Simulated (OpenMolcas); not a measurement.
# One shape, several levels: AlSiH4O (SMILES [AlH][O][SiH3])

We compute a comparison of 5 runs (UHF/aug-cc-pVDZ, UB3LYP/6-31G*, U-revPBE/aug-cc-pVDZ, UBHLYP/aug-cc-pVDZ, UBLYP/aug-cc-pVDZ) of AlSiH4O. 

Program for the calculation: OpenMolcas 26.06.

### Step 1. The structure to begin with

AlSiH4O: 7 atoms, total charge 0, spin state doublet. As SMILES, `[AlH][O][SiH3]`. Geometry: relaxed at PBE0-D4/def2-TZVP. This is one conformer, not always the lowest.

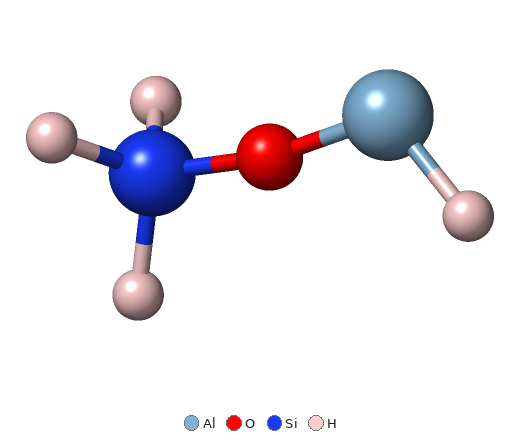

Viewed from a chosen angle; aluminium light blue, oxygen red, silicon blue, hydrogen pink.

### Step 2. Energy and forces at UHF/aug-cc-pVDZ (run 1)

File mol.inp:

```
>>> EXPORT MOLCAS_PRINT=2

&GATEWAY
  BasLib
  $CurrDir
  Coord
  7
  angstrom
  Al      -1.643700      -1.503700      -0.201100
  O       -0.403000      -0.368600      -0.047300
  Si       0.870900       0.567400       0.335800
  H       -2.580100      -1.352800      -1.500200
  H        1.204400       1.463600      -0.802700
  H        0.554900       1.401200       1.526200
  H        2.057800      -0.275200       0.643500
  Basis
  aug-cc-pVDZ
  Group
  NoSym

&SEWARD

&SCF
  UHF
  Spin
  2
  Thresholds
  1e-10 1e-07 1e-07 1e-05
  PrOrbitals
  1 1

&ALASKA
```

The basis set aug-cc-pVDZ is read from a file made from the Basis Set Exchange's data (not shown).

Started as:

```console
$ export MOLCAS_MEM=1860
$ pymolcas mol.inp > mol.log
```

Standard output:

```text
--- Start Module: gateway ---
[...]
--- Stop Module: gateway /rc=_RC_ALL_IS_WELL_ ---
[...]
      Basis functions          113
[...]
--- Start Module: scf ---
[...]
       Convergence after  16 Iterations
[...]
::    Total SCF energy                               -608.1019871648
[...]
      Total spin, S                                     0.5036247302
[...]
      Total electronic charge=   39.000000
      Total            charge=   -0.000000
[...]
      Dipole Moment (debye):
      Origin of the operator (angstrom)=   -0.3359   -0.3914    0.0410
                   X= -3.0013E-01               Y= -6.1871E-01               Z=  3.6515E-01           Total=  7.7860E-01
      Quadrupole Moment (debye*angstrom):
[...]
--- Stop Module: scf /rc=_RC_ALL_IS_WELL_ ---
[...]
--- Start Module: alaska ---
[...]
 *              Molecular gradients               *
 **************************************************
  Irreducible representation: a
 ------------------------------------------------------------------------------------------
                              X                       Y                       Z
 ------------------------------------------------------------------------------------------
  AL1               9.41103155761969E-03    6.52687149238407E-03    3.59734179117888E-03
  O2                5.72193400509136E-03    3.13823864856388E-03    2.77179113629034E-03
  SI3              -1.44652138019152E-02   -1.07017726269403E-02   -4.18224442999926E-03
  H4               -8.13997903974073E-04    8.39136765823874E-04   -1.98609404454775E-03
  H5                8.55989797052814E-05    1.19785416128337E-04   -1.27742779068463E-04
  H6                2.44439881966277E-05    2.89229900274357E-05   -2.97657925338868E-05
  H7                3.62031753553538E-05    4.88173140804626E-05   -4.32858812779990E-05
 ------------------------------------------------------------------------------------------
--- Stop Module: alaska /rc=_RC_ALL_IS_WELL_ ---
[...]
```

Wall time 17 s (1 thread of AMD EPYC 9R45 (Zen 5), shared host); peak memory 0.68 GiB.

### Step 3. Energy and gradient at UB3LYP/6-31G(d) (spherical functions) (run 2)

File job.input:

```
&GATEWAY
BasLib = $CurrDir
Coord
7
angstrom
Al      -1.643700      -1.503700      -0.201100
O       -0.403000      -0.368600      -0.047300
Si       0.870900       0.567400       0.335800
H       -2.580100      -1.352800      -1.500200
H        1.204400       1.463600      -0.802700
H        0.554900       1.401200       1.526200
H        2.057800      -0.275200       0.643500
Basis = 6-31Gs
Group = NoSym
&SEWARD
GridInput
Grid=UltraFine
End of Grid
&SCF
UHF
Spin = 2
KSDFT = B3LYP
Thresholds = 1e-10 1e-07 1e-07 1e-05
PrOrbitals = 1 2
&ALASKA
```

The basis set 6-31G* is read from a file made from the Basis Set Exchange's data (not shown).

Started as:

```console
$ export MOLCAS_MEM=1860
$ pymolcas job.input > job.log
```

Standard output:

```text
--- Start Module: gateway ---
[...]
--- Stop Module: gateway /rc=_RC_ALL_IS_WELL_ ---
[...]
      Basis functions           58
[...]
--- Start Module: scf ---
[...]
       Convergence after  14 Iterations
[...]
::    Total KS-DFT energy                            -609.5868994227
[...]
      Total spin, S                                     0.5014216042
[...]
      Total electronic charge=   39.000000
      Total            charge=   -0.000000
[...]
      Dipole Moment (debye):
      Origin of the operator (angstrom)=   -0.3359   -0.3914    0.0410
                   X= -2.2664E-01               Y= -4.9359E-01               Z=  3.0327E-01           Total=  6.2207E-01
      Quadrupole Moment (debye*angstrom):
[...]
--- Stop Module: scf /rc=_RC_ALL_IS_WELL_ ---
[...]
--- Start Module: alaska ---
[...]
 *              Molecular gradients               *
 **************************************************
  Irreducible representation: a
 ------------------------------------------------------------------------------------------
                              X                       Y                       Z
 ------------------------------------------------------------------------------------------
  AL1               8.76095323981474E-03    9.32482374230759E-03   -4.36226837403131E-04
  O2                1.16109840655199E-03   -1.04237728323076E-03    2.20037312002264E-03
  SI3              -8.35422544268027E-03   -6.01447475937888E-03   -2.47736290036427E-03
  H4                1.21969929546850E-03   -1.80194820223925E-04    1.61972500062069E-03
  H5               -9.23388105861012E-04   -8.30001671968006E-04   -2.19271685693023E-05
  H6               -7.53501188727190E-04   -7.81413393913244E-04   -5.17470504557860E-04
  H7               -1.11063620460250E-03   -4.76361813539938E-04   -3.67110709756813E-04
 ------------------------------------------------------------------------------------------
--- Stop Module: alaska /rc=_RC_ALL_IS_WELL_ ---
[...]
```

It took 18 s on 1 thread of AMD EPYC 9R45 (Zen 5), shared host; peak memory 0.39 GiB.

Runs 3 to 4 aren't shown in full; the table further down has their settings and results.

### Step 4. Energy and gradient at UBLYP/aug-cc-pVDZ (run 5)

File run.inp:

```
* AlH4OSi Kohn-Sham DFT

&GATEWAY
 BasLib=$CurrDir
 Coord
 7
 angstrom
 Al      -1.643700      -1.503700      -0.201100
 O       -0.403000      -0.368600      -0.047300
 Si       0.870900       0.567400       0.335800
 H       -2.580100      -1.352800      -1.500200
 H        1.204400       1.463600      -0.802700
 H        0.554900       1.401200       1.526200
 H        2.057800      -0.275200       0.643500
 Basis=aug-cc-pVDZ
 Group=NoSym

&SEWARD
 GridInput
 Grid=UltraFine
 End of Grid

&SCF
 UHF
 Spin=2
 KSDFT=BLYP
 Thresholds=1e-10 1e-07 1e-07 1e-05
 PrOrbitals=1 1

&ALASKA
```

The basis set aug-cc-pVDZ is read from a file made from the Basis Set Exchange's data (not shown).

Started as:

```console
$ export MOLCAS_MEM=1860
$ pymolcas run.inp > run.log
```

Standard output:

```text
--- Start Module: gateway ---
[...]
--- Stop Module: gateway /rc=_RC_ALL_IS_WELL_ ---
[...]
      Basis functions          113
[...]
--- Start Module: scf ---
[...]
       Convergence after  15 Iterations
[...]
::    Total KS-DFT energy                            -609.5576393671
[...]
      Total spin, S                                     0.5012428838
[...]
      Total electronic charge=   39.000000
      Total            charge=   -0.000000
[...]
      Dipole Moment (debye):
      Origin of the operator (angstrom)=   -0.3359   -0.3914    0.0410
                   X= -2.9775E-01               Y= -5.2128E-01               Z=  2.5867E-01           Total=  6.5368E-01
      Quadrupole Moment (debye*angstrom):
[...]
--- Stop Module: scf /rc=_RC_ALL_IS_WELL_ ---
[...]
--- Start Module: alaska ---
[...]
 *              Molecular gradients               *
 **************************************************
  Irreducible representation: a
 ------------------------------------------------------------------------------------------
                              X                       Y                       Z
 ------------------------------------------------------------------------------------------
  AL1               1.78345990133657E-02    1.93924088820836E-02   -1.40974734609622E-03
  O2                1.31639436259574E-02    5.72847761802331E-03    7.92315140316346E-03
  SI3              -2.91109386634760E-02   -2.10634901704285E-02   -9.09185882008701E-03
  H4                2.59079938577678E-03   -5.99101403009514E-04    3.76621874434724E-03
  H5               -1.13555887232719E-03   -3.42633126409941E-03    4.52399286153193E-03
  H6                1.27653078347020E-03   -3.24719995643097E-03   -4.54581033444512E-03
  H7               -4.61937527269640E-03    3.21523629391196E-03   -1.16594650839819E-03
 ------------------------------------------------------------------------------------------
--- Stop Module: alaska /rc=_RC_ALL_IS_WELL_ ---
[...]
```

Wall time 56 s (1 thread of AMD EPYC 9R45 (Zen 5), shared host); peak memory 0.68 GiB.

### Step 5. All runs side by side

| run | level | integration grid | energy (Eh) | dipole moment (D) | HOMO energy (eV) | LUMO energy (eV) | wall time |
| --- | --- | --- | --- | --- | --- | --- | --- |
| 1 | UHF/aug-cc-pVDZ | – | -608.101987 | 0.78 | -8.42 | 0.45 | 17 s |
| 2 | UB3LYP/6-31G* (spherical functions) | UltraFine | -609.586899 | 0.62 | -5.41 | -2.62 | 18 s |
| 3 | U-revPBE/aug-cc-pVDZ | UltraFine | -609.436291 | 0.62 | -4.76 | -3.08 | 59 s |
| 4 | UBHLYP/aug-cc-pVDZ | UltraFine | -609.550176 | 0.77 | -6.62 | -1.73 | 58 s |
| 5 | UBLYP/aug-cc-pVDZ | UltraFine | -609.557639 | 0.65 | -4.58 | -3.24 | 56 s |

### Step 6. Summary of results

| quantity | value |
| --- | --- |
| run 5: total energy | -609.55764 Eh |
| run 5: dipole moment | 0.65 D |
| run 5: HOMO energy (highest over α and β) | -4.58 eV |
| run 5: LUMO energy (lowest over α and β) | -3.24 eV |
| run 5: ⟨S²⟩ | 0.752 |
| run 5: largest force on an atom | 1.906 eV/Å |

In words: The dipole moment (its size) runs from 0.62 D (U-revPBE/aug-cc-pVDZ) to 0.78 D (UHF/aug-cc-pVDZ). Totals of different functionals can't be ranked against each other. All runs together took 3.5 min, the longest 59 s.
